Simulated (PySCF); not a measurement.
# AlP (triplet): what the fields show

```yaml
atoms:
  - { symbol: Al, position_ang: [0.0000, 0.0000, -1.1838] }
  - { symbol: P, position_ang: [0.0000, 0.0000, 1.0312] }
```

All numbers below come from PySCF 2.14.0, PBE0/def2-TZVP, non-relativistic Hamiltonian with scalar-relativistic core potentials where named, at a bond length of 2.215 Å.

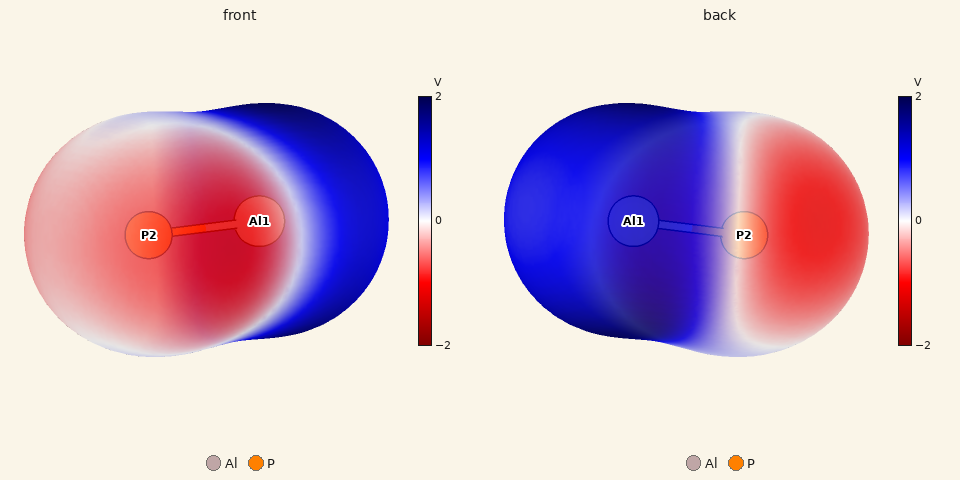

Figure 1. The molecular electrostatic potential painted on the density surface at 0.002 e/bohr³, seen from the front and from behind; red is negative and blue positive.

Q: Describe the electrostatic potential map.

A: The most negative region (about −1.1 V, or −25 kcal/mol for a unit charge) lies over P2, the most positive (about +1.9 V, or +44 kcal/mol for a unit charge) over Al1.

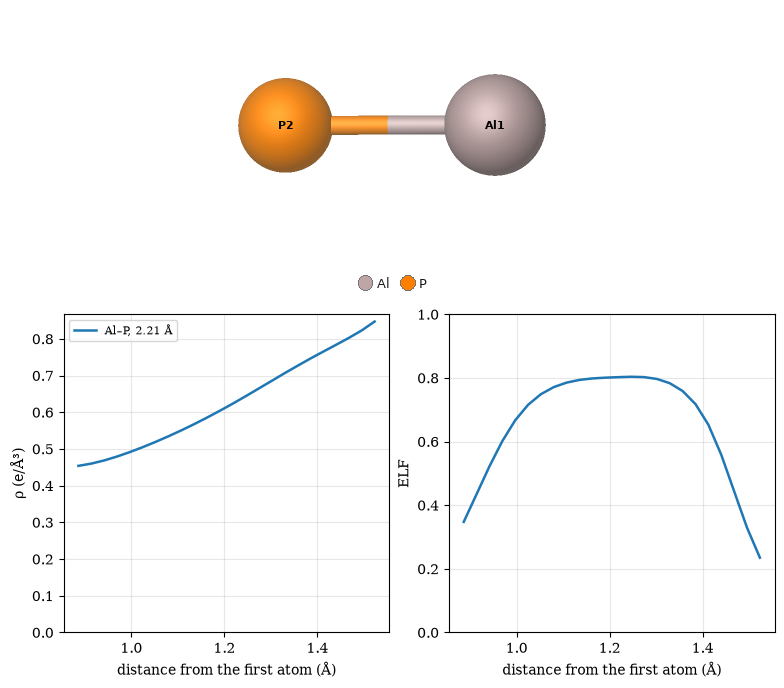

Figure 2. Electron density and ELF along straight lines between neighbouring atoms. The curves leave out the atomic cores. The structure is drawn too.

Q: What can be read from the curves?

A: Al–P (2.21 Å): the density is about 0.55 e/Å³ at the midpoint; the ELF peaks at about 0.80 in the valence shell of P, 1.0 Å from its nucleus, and is about 0.80 at the midpoint.
